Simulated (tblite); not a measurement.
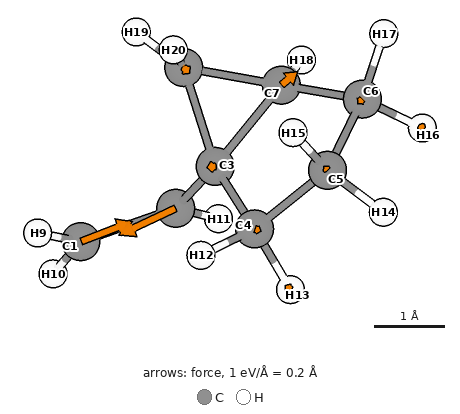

Starting geometry of C8H12 (charge +1, multiplicity 2) with the computed forces as orange arrows. A ball-and-stick model, seen from a free direction.

All numbers below come from GFN2-xTB geometry optimisation, gas phase in tblite. 

### Is this structure relaxed? If not, where do the atoms go?

It isn't relaxed: the largest force vector, on a C atom, is 4.63 eV/Å. The final displacements have little in common with the starting forces (cosine between the two patterns 0.20). The largest move after the best rigid fit is that of an H atom, 2.42 Å. Largest moves by element: H 2.42 Å, C 0.95 Å. Near-neighbour distances that change, for instance: C–C 1.506 → 1.638 Å, C–C 1.441 → 1.349 Å, C–C 1.502 → 1.461 Å, C–C 1.508 → 1.489 Å. Among the angles between lasting bonds that change: C–C–C 59.7° → 66.6°, C–C–H 120.5° → 115.4°, C–C–C 120.8° → 125.9°. Groups turn about C–C by about 100°. The energy falls by 82.9 kJ/mol in 100 geometry steps.
